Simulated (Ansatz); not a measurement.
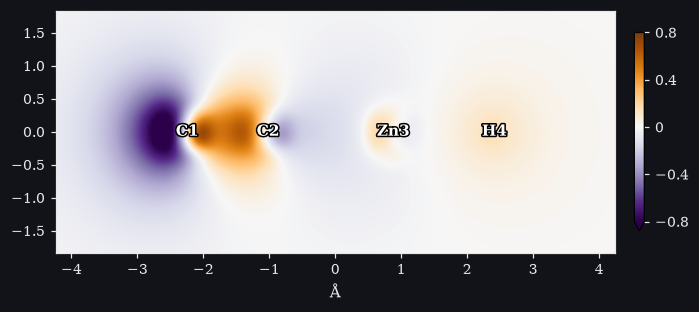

The picture shows: C$_{2}$HZn (SMILES [C]#[C][ZnH]) (doublet). The LUMO (β) on a plane that holds the molecular axis (values in Å⁻³ᐟ²; the overall sign is arbitrary).

Geometry: PBE0-D3(BJ)/pcseg-1.

Computed with Ansatz 0.2.0, isolated molecule in a Gaussian basis; Kohn-Sham density functional theory, functional PBE0.

Input file:

```
crystal:
  periodic: [false, false, false]
  atoms:
    - {symbol: C, position_ang: [0.000000, 0.000000, -2.250453]}
    - {symbol: C, position_ang: [0.000000, 0.000000, -1.024996]}
    - {symbol: Zn, position_ang: [0.000000, 0.000000, 0.871701]}
    - {symbol: H, position_ang: [0.000000, 0.000000, 2.403747]}
basis:
  gaussian:
    orbitals: def2-TZVPD
magnetization:
  spin_polarized: true
  initial_magnetization: 1
hamiltonian:
  xc: {name: PBE0}
output:
  forces: true
  orbitals: {seedname: orbitals}
```

Command:

```sh
ansatz run input.yaml --threads 1 --pin off --max-ram 2610MiB --events-out events.jsonl --progress --plain --runs-dir runs
```

What is the character of this orbital?

Answer. It lies mainly on C1 (about 80 %) and C2 (about 15 %); it is of σ type. Its energy is −4.46 eV.
